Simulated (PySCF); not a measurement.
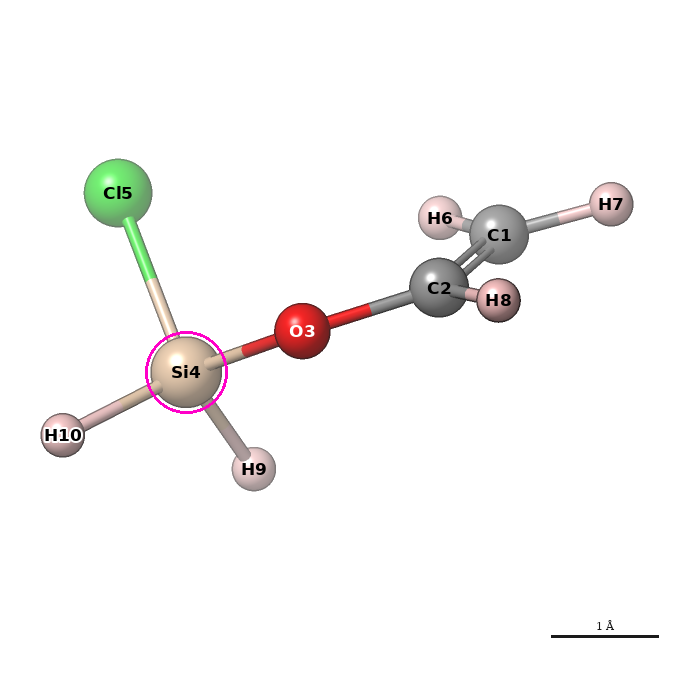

Orthographic view. Atoms fade into the background with distance from the viewer. The computed structure is the end point of a PBE0-D3(BJ)/def2-SVP optimisation. No frequency run is at hand to confirm it as a minimum.

Question: Which atoms are bonded to the circled atom?

Answer: The circled atom is Si4; it is bonded to O3, Cl5, H9, H10.

Question: Which atom is nearest the viewer?

Answer: H8, 1.8 Å in front of the mean position.

Question: Which two atoms are farthest apart in space?

Answer: H7 and H10, 5.64 Å.

Question: Of O3 and Si4, which is nearer the viewer?

Answer: O3; the bond to Si4 points away from the viewer, so it looks shorter than its 1.66 Å.
